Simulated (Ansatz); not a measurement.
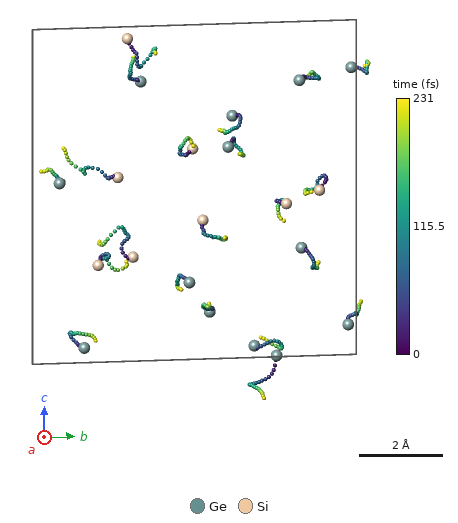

First-principles dynamics of an amorphous cell of composition Si$_{8}$Ge$_{13}$ (21 atoms in the cell), 231 fs long. It starts from the last geometry of an earlier run, with fresh velocities. Dots mark each atom's position at evenly spaced times, coloured by time; spheres stand at the starting positions. Seen along the a axis in the simulation cell.

Computed with DFT PBE, scalar-relativistic, plane waves, PAW in Ansatz 0.2.0. Settings: plane-wave cutoff 420 eV; k-point mesh 1 × 1 × 1; Fermi-Dirac smearing 0.103 eV; set temperature 1200 K; time step 3 fs.

What do the traces tell about the motion?

In the second half of the run the atoms are, in the root-mean-square, this far from where they began (common drift taken out): Si 0.83 Å, Ge 0.59 Å. Against the typical shortest distance between atoms in the first frame, about 2.5 Å these are large excursions, but over 231 fs one can't yet tell strong vibration from the start of diffusion. Bond changes: 2 Si–Si bonds form between 81 fs and 150 fs; 2 Si–Si bonds break between 162 fs and 186 fs.

Limits of the set-up: the periodic images lie only 7.6 Å apart, so the values are limited by the cell's size.

The run took 3.4 min on 2 threads of Arm Neoverse V2, on a shared host, peak memory 0.66 GiB.
